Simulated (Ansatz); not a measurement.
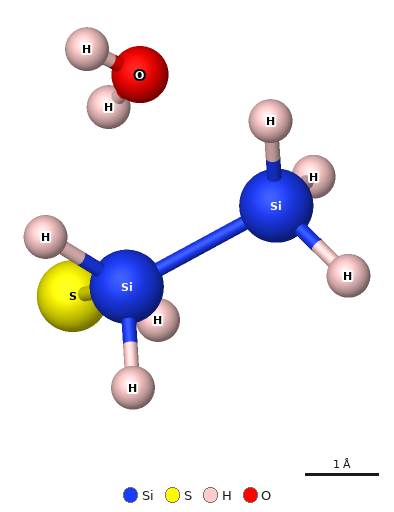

This is the input geometry for a relaxation of Si$_{2}$H$_{8}$SO. A ball-and-stick model, seen at a tilt.

The run prepares an end point of a later path (reaction) calculation, from a guessed geometry.

Level of theory: RKS PBE0-D4/6-31G* in Ansatz 0.2.0.

The input:
```yaml
crystal:
  periodic: [false, false, false]
  atoms:
    - { symbol: Si, position_ang: [-0.515804, -0.722132, 0.951323] }
    - { symbol: S, position_ang: [1.469467, -0.554776, 1.798524] }
    - { symbol: H, position_ang: [-0.488487, -2.064334, 0.306003] }
    - { symbol: H, position_ang: [-1.497305, -0.802134, 2.074866] }
    - { symbol: Si, position_ang: [-1.056798, 1.014534, -0.521998] }
    - { symbol: H, position_ang: [1.893716, -0.367965, -0.819135] }
    - { symbol: O, position_ang: [1.241219, -0.305771, -1.533723] }
    - { symbol: H, position_ang: [1.422951, 0.764692, 2.060687] }
    - { symbol: H, position_ang: [-1.431117, 0.504413, -1.8662] }
    - { symbol: H, position_ang: [-2.253705, 1.725106, 0.031512] }
    - { symbol: H, position_ang: [0.04406, 2.010501, -0.59923] }
    - { symbol: H, position_ang: [1.171802, -1.202133, -1.882729] }
basis:
  gaussian: { orbitals: "6-31G*" }
hamiltonian:
  xc: pbe0
  dispersion: d4
relax:
  f_tol: 0.03
  max_steps: 50
output:
  orbitals: {}
```

Launched with:
```bash
ansatz run input.yaml --threads 2 --pin off --max-ram 3072MiB --backend cpu --events-out ev --progress --plain --runs-dir out
```

**What does the optimiser find from here?**

The atom that moves furthest after the best rigid fit is H6 (0.066 Å). Largest moves by element: H 0.066 Å, S 0.062 Å, O 0.057 Å, Si 0.025 Å. Near-neighbour distances that change, for instance: Si1–S2 2.165 → 2.174 Å. After 5 accepted moves (7 points after the start) the energy has fallen by 0.007 eV. Largest force component: 0.17 eV/Å at the start, 0.023 eV/Å at the end. The line search rejected the trial steps at points 1, 2 of the run. Cost: 27 s on 2 threads of Arm Neoverse V1, with other jobs on the host, peak memory 0.19 GiB.

Final geometry:

```xyz
12

Si   -0.5365   -0.7164    0.9645
S     1.4883   -0.5830    1.7461
H    -0.5456   -2.0644    0.3315
H    -1.4855   -0.7596    2.1161
Si   -1.0670    1.0079   -0.5314
H     1.8487   -0.3531   -0.7733
O     1.2849   -0.2807   -1.5599
H     1.4540    0.7269    2.0587
H    -1.4236    0.4895   -1.8769
H    -2.2757    1.7054    0.0126
H     0.0276    2.0114   -0.5907
H     1.2307   -1.1841   -1.8973
```

The end point in the same view:

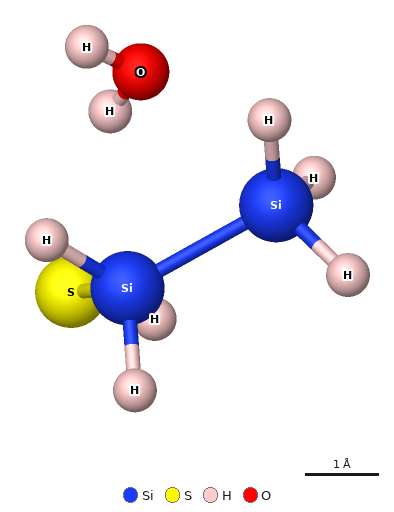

Limits of the set-up: the start holds two separate molecules, 2.7 Å apart at their closest, whose relative position is a soft coordinate.
